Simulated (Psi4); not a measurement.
# SnH2F (SMILES [F][SnH2]): U-r2SCAN/def2-SVP (core potential, sweep point 1)

What is the vertical doublet–quartet gap of SnH2F at U-r2SCAN/def2-SVP (core potential, sweep point 1)? The job is set up through a Python script.

The results are computed with Psi4 1.11.

### Step 1. The molecule

The species is SnH2F (4 atoms), meant as a doublet with charge 0. SMILES: `[F][SnH2]`. Geometry: relaxed at PBE0-D4/def2-TZVP.

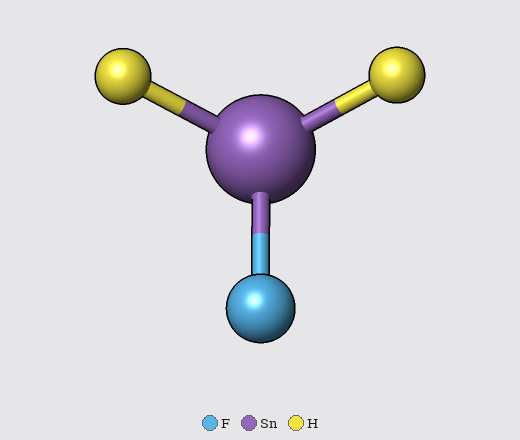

Viewed from a chosen angle; fluorine blue, tin purple, hydrogen yellow.

### Step 2. The energy at U-r2SCAN/def2-SVP (core potential, sweep point 1)

Input file job.py:

```python
import psi4

psi4.set_memory('1600 MB')
psi4.set_num_threads(1)
psi4.core.set_output_file('psi4.out', False)

mol = psi4.geometry("""
0 2
F     -1.552600    -0.190000     0.640700
Sn     0.028300    -0.242200    -0.468300
H      1.184100    -1.054400     0.524100
H      0.395700     1.426200    -0.716700
units angstrom
symmetry c1
""")

psi4.set_options({
    'basis': 'def2-SVP',
    'reference': 'uks',
    'puream': True,
    'scf_type': 'pk',
    'dft_radial_points': 99,
    'dft_spherical_points': 590,
    'maxiter': 150,
})

result, w = psi4.energy('r2scan', return_wfn=True)
print(f'total energy {result:.8f} hartree = {result * 27.211386:.5f} eV')
for k, v in sorted(psi4.core.scalar_variables().items()):
    print(f'{k:45s} {v:18.10f}')
```

The run is started by

```bash
$ python job.py
```

psi4.out:

```text
[...]
    !!!  WARNING: ECP capability is in beta. Please check occupations closely.  !!!
[...]
  Running in c1 symmetry.
[...]
  Nuclear repulsion =   71.224961374238049
[...]
  Multiplicity = 2
[...]
  Nalpha       = 17
  Nbeta        = 16
[...]
    Number of basis functions: 50
[...]
   @UKS iter   1:  -315.16585987328557   -1.38947e+00   1.00216e-02 DIIS/ADIIS
[...]
   @UKS iter   9:  -315.26803558709412   -5.86994e-09   5.96007e-07 DIIS
[...]
   @S^2 Observed:                7.525621500E-01
[...]
    Orbital Energies [Eh]
    ---------------------
    Alpha Occupied:
       1A    -24.434595     2A     -5.065093     3A     -3.406084
       4A     -3.404838     5A     -3.401212     6A     -1.068726
       7A     -0.992975     8A     -0.992859     9A     -0.989736
      10A     -0.988991    11A     -0.968653    12A     -0.489370
      13A     -0.354399    14A     -0.347573    15A     -0.329739
      16A     -0.299762    17A     -0.214991
    Alpha Virtual:
      18A     -0.039894    19A      0.005496    20A      0.026657
      21A      0.150999    22A      0.203434    23A      0.216354
      24A      0.273054    25A      0.314122    26A      0.321791
[...]
  @UKS Final Energy:  -315.26803558709412
   => Energetics <=
    Nuclear Repulsion Energy =             71.2249613742380490
    One-Electron Energy =                -659.1996988978896752
    Two-Electron Energy =                 302.0184357394604149
    DFT Exchange-Correlation Energy =     -29.3117338029029568
    Empirical Dispersion Energy =           0.0000000000000000
    VV10 Nonlocal Energy =                  0.0000000000000000
    Total Energy =                       -315.2680355870941185
[...]
 Multipole Moments:
 ------------------------------------------------------------------------------------
     Multipole            Electronic (a.u.)      Nuclear  (a.u.)        Total (a.u.)
 ------------------------------------------------------------------------------------
 L = 1.  Multiply by 2.5417464519 to convert [e a0] to [Debye]
 Dipole X            :         12.1592623          -11.3966557            0.7626066
 Dipole Y            :         -1.7642020            1.6850364           -0.0791656
 Dipole Z            :        -11.2546644           10.6115281           -0.6431363
 Magnitude           :                                                    1.0007299
[...]
```

The script printed:

```text
total energy -315.26803559 hartree = -8578.88021 eV
CURRENT ENERGY                                   -315.2680355871
CURRENT REFERENCE ENERGY                         -315.2680355871
DD SOLVATION ENERGY                                 0.0000000000
DFT FUNCTIONAL TOTAL ENERGY                      -315.2680355871
DFT TOTAL ENERGY                                 -315.2680355871
DFT VV10 ENERGY                                     0.0000000000
DFT XC ENERGY                                     -29.3117338029
GRID ELECTRONS ALPHA                               16.9999999054
GRID ELECTRONS BETA                                15.9999999213
GRID ELECTRONS TOTAL                               32.9999998267
NUCLEAR REPULSION ENERGY                           71.2249613742
ONE-ELECTRON ENERGY                              -659.1996988979
PCM POLARIZATION ENERGY                             0.0000000000
PE ENERGY                                           0.0000000000
SCF ITERATION ENERGY                             -315.2680355871
SCF ITERATIONS                                      9.0000000000
SCF TOTAL ENERGY                                 -315.2680355871
TWO-ELECTRON ENERGY                               302.0184357395
XC GRID RADIAL POINTS                              99.0000000000
XC GRID SPHERICAL POINTS                          590.0000000000
XC GRID TOTAL POINTS                           222896.0000000000
```

It took 17 s on 1 thread of Intel Xeon 6975P-C (Granite Rapids), shared host; peak memory 0.93 GiB.

### Step 3. The quartet at the same level

Input file run.py:

```python
import psi4

psi4.set_memory(1600000000)
psi4.set_num_threads(1)
psi4.set_output_file('psi4.out', False)

m = psi4.geometry("""
0 4
F     -1.552600    -0.190000     0.640700
Sn     0.028300    -0.242200    -0.468300
H      1.184100    -1.054400     0.524100
H      0.395700     1.426200    -0.716700
symmetry c1
""")

psi4.set_options({
    'basis': 'def2-SVP',
    'reference': 'uks',
    'puream': True,
    'scf_type': 'pk',
    'dft_radial_points': 99,
    'dft_spherical_points': 590,
    'maxiter': 150,
})

e_tot, wfn = psi4.energy("r2scan", return_wfn=True)
print(f'total energy {e_tot:.8f} hartree = {e_tot * 27.211386:.5f} eV')
```

The run is started by

```bash
$ python run.py
```

psi4.out:

```text
[...]
    !!!  WARNING: ECP capability is in beta. Please check occupations closely.  !!!
[...]
  Running in c1 symmetry.
[...]
  Nuclear repulsion =   71.224961374238049
[...]
  Multiplicity = 4
[...]
  Nalpha       = 18
  Nbeta        = 15
[...]
    Number of basis functions: 50
[...]
   @UKS iter   1:  -314.90320311555439   -1.12681e+00   1.08960e-02 ADIIS/DIIS
[...]
   @UKS iter  12:  -315.03839333440499   -2.56429e-08   8.35583e-07 DIIS
[...]
   @S^2 Observed:                3.761879639E+00
[...]
    Orbital Energies [Eh]
    ---------------------
    Alpha Occupied:
       1A    -24.488622     2A     -5.070346     3A     -3.412752
       4A     -3.411005     5A     -3.404125     6A     -1.111813
       7A     -1.005850     8A     -1.001941     9A     -0.995666
      10A     -0.993591    11A     -0.980191    12A     -0.531886
      13A     -0.416498    14A     -0.400980    15A     -0.374631
      16A     -0.369354    17A     -0.238132    18A     -0.079202
    Alpha Virtual:
      19A     -0.036419    20A     -0.007170    21A      0.120052
      22A      0.174546    23A      0.204704    24A      0.244366
      25A      0.285409    26A      0.290905    27A      0.333507
[...]
  @UKS Final Energy:  -315.03839333440499
   => Energetics <=
    Nuclear Repulsion Energy =             71.2249613742380490
    One-Electron Energy =                -658.4129310430660098
    Two-Electron Energy =                 301.3823115894953162
    DFT Exchange-Correlation Energy =     -29.2327352550724129
    Empirical Dispersion Energy =           0.0000000000000000
    VV10 Nonlocal Energy =                  0.0000000000000000
    Total Energy =                       -315.0383933344049865
[...]
 Multipole Moments:
 ------------------------------------------------------------------------------------
     Multipole            Electronic (a.u.)      Nuclear  (a.u.)        Total (a.u.)
 ------------------------------------------------------------------------------------
 L = 1.  Multiply by 2.5417464519 to convert [e a0] to [Debye]
 Dipole X            :         12.0019175          -11.3966557            0.6052618
 Dipole Y            :         -1.4903901            1.6850364            0.1946463
 Dipole Z            :        -10.6068374           10.6115281            0.0046906
 Magnitude           :                                                    0.6358074
[...]
```

On the terminal:

```text
total energy -315.03839333 hartree = -8572.63133 eV
```

It took 21 s on 1 thread of Intel Xeon 6975P-C (Granite Rapids), shared host; peak memory 0.93 GiB.

### Step 4. Summary of results

Level: U-r2SCAN/def2-SVP (core potential, sweep point 1).

| quantity | value |
| --- | --- |
| doublet: total energy | -315.26804 Eh |
| doublet: dipole moment | 2.54 D |
| doublet: HOMO energy (highest over α and β) | -5.85 eV |
| doublet: LUMO energy (lowest over α and β) | -4.04 eV |
| doublet: ⟨S²⟩ | 0.753 |
| quartet: total energy | -315.03839 Eh |
| quartet: dipole moment | 1.62 D |
| quartet: HOMO energy (highest over α and β) | -2.16 eV |
| quartet: ⟨S²⟩ | 3.762 |
| vertical energy of the quartet above the doublet | 6.249 eV |

What this shows: At this shape the quartet lies 6.25 eV (603 kJ/mol) above the doublet.
